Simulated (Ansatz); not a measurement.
**InNH3Cl (SMILES [NH2][InH][Cl]) at B3LYP/def2-SVPD (core potential)**

Aim: the electronic atomisation energy of InNH3Cl at B3LYP/def2-SVPD (core potential), from 5 runs. 

The calculation is run with Ansatz 0.2.0.

22 further runs of the same task are left out: 22 set aside as unsound or not needed.

### Step 1. The structure to begin with

The species is InNH3Cl (6 atoms), meant as a singlet with charge 0. SMILES: `[NH2][InH][Cl]`. Geometry: relaxed at PBE0-D4/def2-TZVP.

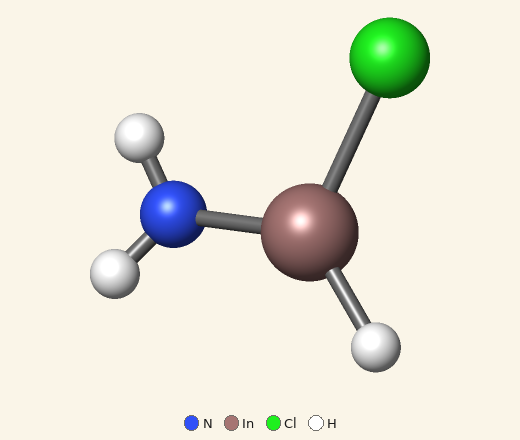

The structure, seen from a chosen angle (nitrogen blue, indium brown, chlorine green, hydrogen white).

### Step 2. A single-point energy at B3LYP/def2-SVPD (core potential)

The input, run.yaml:

```yaml
crystal:
  periodic: [false, false, false]
  atoms:
    - {symbol: N, position_ang: [-1.020800, 0.188100, -0.504100]}
    - {symbol: In, position_ang: [0.792100, 0.148600, 0.327900]}
    - {symbol: Cl, position_ang: [0.990800, -1.771000, 1.649200]}
    - {symbol: H, position_ang: [-1.219400, 0.761400, -1.308200]}
    - {symbol: H, position_ang: [-1.558200, -0.664500, -0.526800]}
    - {symbol: H, position_ang: [2.057500, 1.273400, 0.315800]}
basis:
  gaussian: {orbitals: def2-SVPD}
hamiltonian: {xc: {name: B3LYP}}
accuracy: high
output: {orbitals: {seedname: orbitals}}
```

Started as:

```sh
$ ansatz run run.yaml --threads 1 --pin off --max-ram 3480MiB --events-out events.jsonl --progress --plain --runs-dir runs
```

The program printed:

```text
Warning: RAYON_NUM_THREADS=1 ignored (pool sized by the plan → 1); use --threads N
Functional definition: B3LYP
  name "B3LYP"
  parameter a0 = 0.2
  parameter ax = 0.72
  parameter ac = 0.81
  exchange = (1 - a0 - ax)*slater_x + ax*b88_x + a0*exact_x
  correlation = (1 - ac)*vwn_rpa_c + ac*lyp_c
2197 factors; integrals over basis functions are off by at most 3.8e-9 eV
mean field evaluation 1: about -19225.9845 eV, gradient 6.2e1 eV
mean field evaluation 2: about -19184.5706 eV, gradient 1.2e2 eV
mean field evaluation 4: about -19233.9050 eV, gradient 9.0e0 eV
mean field evaluation 8: about -19234.1665 eV, gradient 6.3e-1 eV
mean field evaluation 16: about -19234.1677 eV, gradient 1.1e-4 eV
mean field -19234.16771837 eV, -706.8426262630 hartree, gradient 4.6e-8 eV, S^2 0.000000; 0 other end points of the search recorded, 0 dependent functions left out
reference -19234.16775636 eV, -706.8426276591 hartree; 24, 24 occupied and 79, 79 virtual orbitals, 2197 factors
Total energy: -19234.16775636 eV, -706.8426276591 hartree
```

Wall time 13 s (1 thread of Intel Xeon Platinum 8259CL at 2.50GHz (Skylake/Cascade Lake), shared host); peak memory 0.39 GiB.

### Step 3. The Cl atom at the same level

The input, molecule.yaml:

```yaml
crystal:
  periodic: [false, false, false]
  atoms:
    - {symbol: Cl, position_ang: [0.000000, 0.000000, 0.000000]}
basis:
  gaussian: {orbitals: def2-SVPD}
magnetization: {spin_polarized: true, initial_magnetization: 1}
hamiltonian: {xc: {name: B3LYP}}
accuracy: high
```

Started as:

```sh
$ ansatz run molecule.yaml --threads 1 --pin off --max-ram 3480MiB --events-out events.jsonl --progress --plain --runs-dir runs
```

The program printed:

```text
Warning: RAYON_NUM_THREADS=1 ignored (pool sized by the plan → 1); use --threads N
[... 7 set-up lines as earlier in the session ...]
222 factors; integrals over basis functions are off by at most 2.5e-9 eV
mean field evaluation 1: about -12517.6068 eV, gradient 3.1e0 eV
mean field evaluation 2: about -12517.6606 eV, gradient 1.3e0 eV
mean field evaluation 4: about -12517.6696 eV, gradient 4.0e-1 eV
mean field evaluation 8: about -12517.6704 eV, gradient 3.7e-4 eV
mean field evaluation 16: about -12517.6704 eV, gradient 2.5e-7 eV
mean field -12517.67042782 eV, -460.0159034406 hartree, gradient 1.5e-8 eV, S^2 0.752218; 0 other end points of the search recorded, 0 dependent functions left out
reference -12517.67045047 eV, -460.0159042731 hartree; 9, 8 occupied and 18, 19 virtual orbitals, 222 factors
Total energy: -12517.67045047 eV, -460.0159042731 hartree
```

Run time: 1.1 s. Hardware: 1 thread of Intel Xeon Platinum 8259CL at 2.50GHz (Skylake/Cascade Lake), shared host; peak memory 0.1 GiB.

### Step 4. The H atom, same level

The input, molecule.yaml:

```yaml
basis:
  gaussian: {orbitals: def2-SVPD}
crystal:
  periodic: [false, false, false]
  atoms:
    - symbol: H
      position_ang: [0.000000, 0.000000, 0.000000]
total_charge: 0
magnetization: {spin_polarized: true, initial_magnetization: 1}
hamiltonian: {xc: {name: B3LYP}}
accuracy: high
```

Run the same way, it converges to -0.50126 Eh (log not shown).

### Step 5. The In atom, same level

The input, input.yaml:

```yaml
crystal:
  periodic: [false, false, false]
  atoms:
    - {symbol: In, position_ang: [0.000000, 0.000000, 0.000000]}
basis:
  gaussian:
    orbitals: def2-SVPD
total_charge: 0
magnetization:
  spin_polarized: true
  initial_magnetization: 1
accuracy: high
hamiltonian:
  xc: {name: B3LYP}
```

Run the same way, it converges to -190.18187 Eh (log not shown).

### Step 6. The N atom

The input, run.yaml:

```yaml
crystal:
  periodic: [false, false, false]
  atoms:
    - {symbol: "N", position_ang: [0.000000, 0.000000, 0.000000]}
basis:
  gaussian:
    orbitals: def2-SVPD
magnetization:
  spin_polarized: true
  initial_magnetization: 3
hamiltonian:
  xc: {name: B3LYP}
accuracy: high
```

Run the same way, it converges to -54.53889 Eh (log not shown).

### Step 7. What came out

Level: B3LYP/def2-SVPD (core potential).

| quantity | value |
| --- | --- |
| molecule: total energy | -706.84263 Eh |
| molecule: HOMO energy | -7.37 eV |
| molecule: LUMO energy | -1.59 eV |
| molecule: HOMO–LUMO gap | 5.78 eV |
| Cl atom: total energy | -460.01590 Eh |
| Cl atom: ⟨S²⟩ | 0.752 |
| H atom: total energy | -0.50126 Eh |
| H atom: ⟨S²⟩ | 0.750 |
| In atom: total energy | -190.18187 Eh |
| In atom: ⟨S²⟩ | 0.752 |
| N atom: total energy | -54.53889 Eh |
| N atom: ⟨S²⟩ | 3.754 |
| electronic atomisation energy | 16.387 eV |

What this shows: Taking the molecule apart into free atoms costs 16.39 eV (1581 kJ/mol), before zero-point energy and without spin-orbit coupling.
